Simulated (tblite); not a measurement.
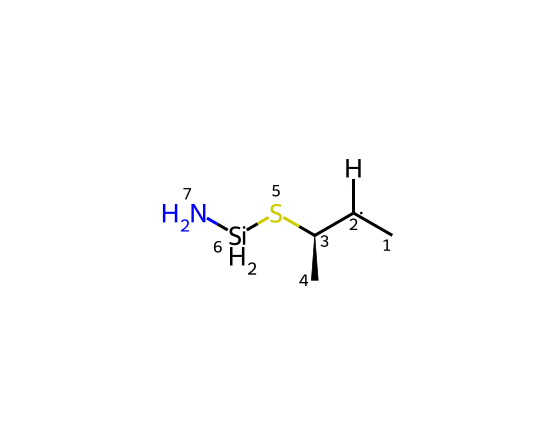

Skeletal drawing with numbered atoms; wedges and dashes mark any stereocentres. The configuration is that of a computed structure (GFN2-xTB).

> What are the Cahn–Ingold–Prelog descriptors?

C3: R.
